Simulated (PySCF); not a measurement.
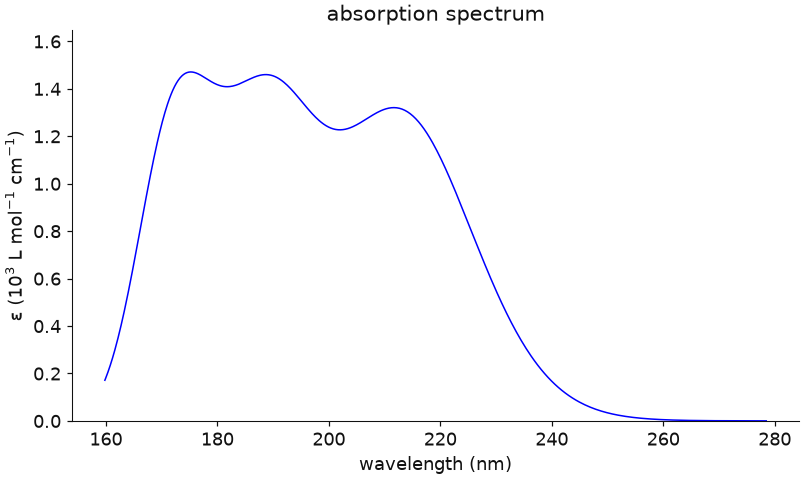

Vertical TDDFT excitations, PBE0/def2-SVPD, PySCF 2.14.0, at a GFN2-xTB geometry (no frequency check), gas phase. Only the first 6 singlet excitations are included; each is broadened by a Gaussian of 1/e half-width 0.40 eV.

> Which molecule gives this spectrum?
A. C₆H₅FN₂, SMILES C=Cc1nccnc1F
B. CH₇FSeSi₂, SMILES C[Si@@H](F)[Se][SiH3]
C. C₃H₁₁NSi, SMILES C[SiH2]N(C)C

Option C. Its lowest singlet lies at 5.65 eV (f = 0.016) and the brightest of those computed is S3 at 6.49 eV (191 nm), f = 0.026, mainly HOMO → LUMO+2 (71 %).

Note: states above the negative HOMO energy depend on the basis; the tight-binding geometry is rougher than a DFT one and adds to the error; one conformer of a flexible molecule; core orbitals are frozen in the response.
